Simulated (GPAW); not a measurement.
Band structure of Pb (Fm-3m, 1 atom in the cell).

```xyz
1
Lattice="0.0000 2.4750 2.4750 2.4750 0.0000 2.4750 2.4750 2.4750 0.0000" Properties=species:S:1:pos:R:3 pbc="T T T"
Pb     0.0000     0.0000     0.0000
```

Computed with PBE, GPAW PAW datasets PBE (gpaw-data 1.0.1) (plane waves; GPAW).

Settings: mode = pw; ecut = 550 eV; xc = PBE; kpts = 9 9 9; mesh shift (steps) = 0 0 0; occupations.name = fermi-dirac; occupations.width = 0.1 eV; nbands = -9; convergence.forces = 0.001 eV/Å; symmetry.symmorphic = false; symmetry.tolerance = 0.0005; maxiter = 150; bandpath_npoints = 40.

The starting cell has typed, rounded lattice constants, without a prior relaxation at this level. Spin-orbit coupling is off.

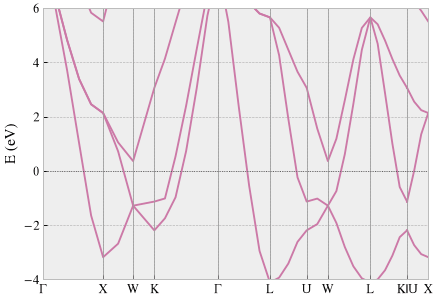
Figure: Bands along the path, energies from the Fermi level.

Levels in eV from the Fermi level, bands 4 to 11:
| point | 4 | 5 | 6 | 7 | 8 | 9 | 10 | 11 |
|---|---|---|---|---|---|---|---|---|
| Γ | -16.82 | -16.82 | -11.59 | 7.49 | 7.49 | 7.49 | 9.94 | 11.54 |
| X | -16.65 | -16.65 | -6.52 | -3.18 | 2.13 | 2.13 | 5.51 | 6.75 |
| W | -16.77 | -16.65 | -6.41 | -1.28 | -1.28 | 0.36 | 10.95 | 12.31 |
| K | -16.75 | -16.69 | -6.60 | -2.19 | -1.13 | 3.06 | 6.59 | 11.48 |
| L | -16.69 | -16.69 | -7.94 | -4.11 | 5.66 | 5.66 | 9.40 | 9.62 |
| U | -16.75 | -16.69 | -6.60 | -2.19 | -1.13 | 3.06 | 6.59 | 11.48 |

Bands cross the Fermi level along this path, so the cell is metallic at this level.
